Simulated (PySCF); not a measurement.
# H3PO (SMILES O=[PH3]) at CCSDT/STO-3G

Aim: the vertical ionisation energy of H3PO at CCSDT/STO-3G, from 2 runs. Input form: a Python script.

The calculation is run with PySCF 2.14.0.

8 further runs of the same task are left out: 8 set aside as unsound or not needed.

**1. The structure to begin with**

H3PO has 5 atoms, charge 0, and is taken as a singlet. SMILES: `O=[PH3]`. The coordinates come from a GFN2-xTB relaxation.

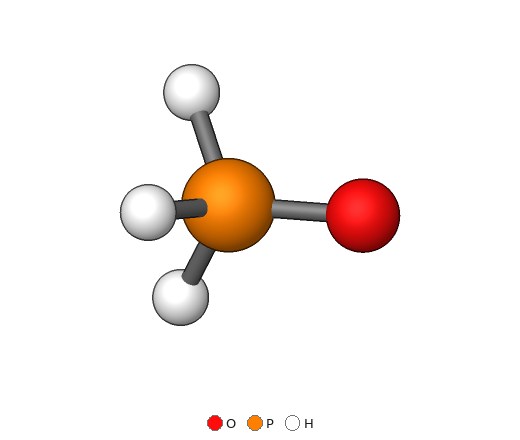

Viewed from a chosen angle; oxygen red, phosphorus orange, hydrogen white.

**2. A single-point energy at CCSDT/STO-3G**

The input, start.xyz:

```xyz
5

O     -1.381960    -0.328270     0.532950
P     -0.058510    -0.014650     0.022530
H      0.807060     0.564860     0.939400
H      0.663660    -1.098320    -0.454890
H     -0.030250     0.876380    -1.039990
```

The input, input.py:

```python
from pyscf import gto, cc

system = gto.Mole()
system.atom = 'start.xyz'
system.max_memory = 1860
system.verbose = 3
system.charge = 0
system.spin = 0
system.basis = 'sto-3g'
system.build()

hf = system.RHF()
hf.conv_tol = 1e-10
hf.kernel()
if not hf.converged:
    hf = hf.newton().run(hf.mo_coeff, hf.mo_occ)

mycc = cc.CCSDT(hf, frozen=6)
mycc.kernel()
e_tot = mycc.e_tot
print(f'total energy: {e_tot:.8f} hartree')
```

The run is started by

```
$ OMP_NUM_THREADS=1 python input.py
```

The program printed:

```text
converged SCF energy = -412.3314600518
_make_eris_incore_RCCSDT

WARN: A large `blksize` is being used, which may cause large memory consumption
      for storing contraction intermediates. If memory is sufficient, consider using
      `pyscf.cc.rccsdt_highm.RCCSDT` instead.

RCCSDT converged
E(RCCSDT) = -412.447569555356   E_corr = -0.1161095035555253
E_corr(same-spin) = -0.0168518748510959
E_corr(oppo-spin) = -0.0992576287044295
total energy: -412.44756956 hartree
```

Run time: 0.95 s. Hardware: 1 thread of Arm Neoverse V2, shared host; peak memory 0.12 GiB.

**3. The doublet cation, same level**

The input, input.xyz:

```xyz
5
H3OP
O     -1.381960    -0.328270     0.532950
P     -0.058510    -0.014650     0.022530
H      0.807060     0.564860     0.939400
H      0.663660    -1.098320    -0.454890
H     -0.030250     0.876380    -1.039990
```

The input, job.py:

```python
from pyscf import gto, cc

mol = gto.M(
    atom='input.xyz',
    verbose=4,
    basis='sto-3g',
    max_memory=1860,
    charge=1,
    spin=1,
)

myscf = mol.UHF()
myscf.conv_tol = 1e-10
myscf.kernel()
if not myscf.converged:
    myscf = myscf.newton().run(myscf.mo_coeff, myscf.mo_occ)

mycc = cc.CCSDT(myscf, frozen=6)
mycc.kernel()
e_tot = mycc.e_tot
print('Final energy', e_tot)
```

The run is started by

```
$ OMP_NUM_THREADS=1 python job.py
```

The program printed:

```text
PySCF version 2.14.0

[INPUT] num. atoms = 5
[INPUT] num. electrons = 25
[INPUT] charge = 1
[INPUT] spin (= nelec alpha-beta = 2S) = 1
[INPUT] symmetry False subgroup None
[INPUT] Mole.unit = angstrom
[INPUT] Symbol           X                Y                Z      unit          X                Y                Z       unit  Magmom
[INPUT]  1 O     -1.381960000000  -0.328270000000   0.532950000000 AA   -2.611525915104  -0.620340394911   1.007129538087 Bohr   0.0
[INPUT]  2 P     -0.058510000000  -0.014650000000   0.022530000000 AA   -0.110567875548  -0.027684487725   0.042575529586 Bohr   0.0
[INPUT]  3 H      0.807060000000   0.564860000000   0.939400000000 AA    1.525122366091   1.067430698722   1.775208721416 Bohr   0.0
[INPUT]  4 H      0.663660000000  -1.098320000000  -0.454890000000 AA    1.254135639829  -2.075523997132  -0.859617516803 Bohr   0.0
[INPUT]  5 H     -0.030250000000   0.876380000000  -1.039990000000 AA   -0.057164215268   1.656118181046  -1.965296272286 Bohr   0.0

nuclear repulsion = 66.9030014571881
number of shells = 11
number of NR pGTOs = 51
number of NR cGTOs = 17
basis = sto-3g
ecp = {}

[... 19 lines left out ...]
WARN: beta  nocc = 12  HOMO -0.353009489599239 >= LUMO -0.35268705010055
[... 79 lines left out ...]
SCF not converged.
SCF energy = -412.180638612359 after 50 cycles  <S^2> = 0.75695569  2S+1 = 2.0069436
[... 42 lines left out ...]
converged SCF energy = -412.180638612363  <S^2> = 0.75695569  2S+1 = 2.0069436
[... 17 lines left out ...]
WARN: A large `blksize_v_aaa` is being used, which may cause large memory consumption
[... 3 lines left out ...]
WARN: A large `blksize_v_aab` is being used, which may cause large memory consumption
[... 10 lines left out ...]
Init t2, MP2 energy = -0.0583486363445292
[... 18 lines left out ...]
UCCSDT converged
[... 3 lines left out ...]
Final energy -412.2664099504387
```

Run time: 1.6 s. Hardware: 1 thread of Arm Neoverse V2, shared host; peak memory 0.12 GiB.

**4. Results**

Level: CCSDT/STO-3G, 6 core orbitals frozen.

| quantity | value |
| --- | --- |
| singlet H3PO: total energy | -412.44757 Eh |
| singlet H3PO: dipole moment (Hartree–Fock density) | 3.60 D |
| singlet H3PO: HOMO energy (Hartree–Fock orbitals) | -6.70 eV |
| singlet H3PO: LUMO energy (Hartree–Fock orbitals) | 13.06 eV |
| singlet H3PO: HOMO–LUMO gap (Hartree–Fock orbitals) | 19.76 eV |
| singlet H3PO: correlation energy (6 core orbitals frozen) | -116.1 mEh |
| singlet H3PO: T1 diagnostic | 0.021 |
| doublet cation: total energy | -412.26641 Eh |
| doublet cation: HOMO energy (Hartree–Fock orbitals) (highest over α and β) | -18.64 eV |
| doublet cation: LUMO energy (Hartree–Fock orbitals) (lowest over α and β) | -2.12 eV |
| doublet cation: correlation energy (6 core orbitals frozen) | -85.8 mEh |
| doublet cation: ⟨S²⟩ of the reference determinant | 0.757 |
| doublet cation: T1 diagnostic | 0.013 |
| vertical ionisation energy (to the doublet cation) | 4.930 eV |

**Reading.** The vertical ionisation energy comes to 4.93 eV (114 kcal/mol). In a minimal basis such a difference can be off by several eV, whatever the method. The T1 diagnostic (singlet H3PO) of 0.021 is above the customary mark for such species, so a single reference may not serve. Mulliken charges (doublet cation) of the mean-field density run from -0.19 on O1 to +0.96 on P2.
